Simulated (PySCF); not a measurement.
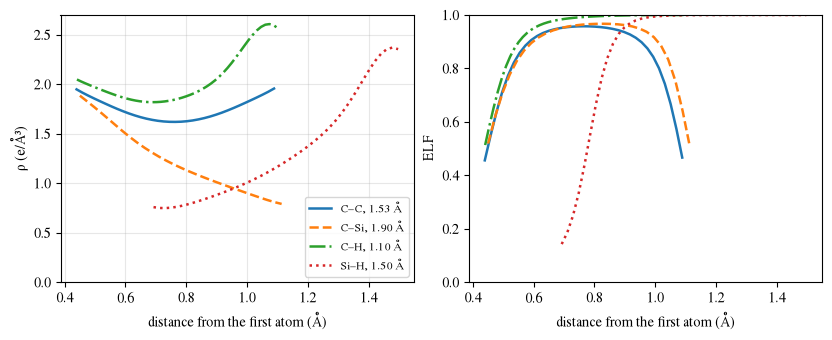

*C3H10Si. Electron density and electron localisation function along straight lines between neighbouring atoms. The curves leave out the atomic cores.*

Geometry: PBE0-D3(BJ)/def2-SVP.

The calculation used PySCF 2.14.0, wB97X-D/def2-SVPD, SCF density, gas phase.

| atom | x (Å) | y (Å) | z (Å) |
| --- | --- | --- | --- |
| Si | 0.1773 | 0.3512 | -1.6350 |
| C | 0.1741 | 0.3225 | 0.2603 |
| C | 0.9795 | -0.8619 | 0.7942 |
| C | -1.2492 | 0.3402 | 0.8157 |
| H | 0.6818 | 1.2559 | 0.5685 |
| H | 2.0185 | -0.8554 | 0.4297 |
| H | 0.5274 | -1.8214 | 0.4918 |
| H | 1.0127 | -0.8525 | 1.8967 |
| H | -1.2429 | 0.3686 | 1.9183 |
| H | -1.8212 | 1.2132 | 0.4645 |
| H | -1.8052 | -0.5640 | 0.5164 |
| H | 1.5793 | 0.3778 | -2.1585 |
| H | -0.5489 | 1.5547 | -2.1519 |
| H | -0.5026 | -0.8728 | -2.1679 |

> Compare the contacts.

C–C (1.53 Å): the density is about 1.6 e/Å³ at the midpoint; the ELF peaks at about 0.95 between the atoms (a shared electron pair).
C–Si (1.90 Å): ρ is about 0.96 e/Å³ halfway; the ELF peaks at about 0.95 between the atoms; a shared electron pair.
C–H (1.10 Å): the density is about 1.9 e/Å³ at the midpoint; the ELF climbs to about 1 towards the hydrogen, as it does in any bond to H (a covalent bond by its length).
Si–H (1.50 Å): ρ is about 0.75 e/Å³ halfway; the ELF climbs to about 1 towards the hydrogen.
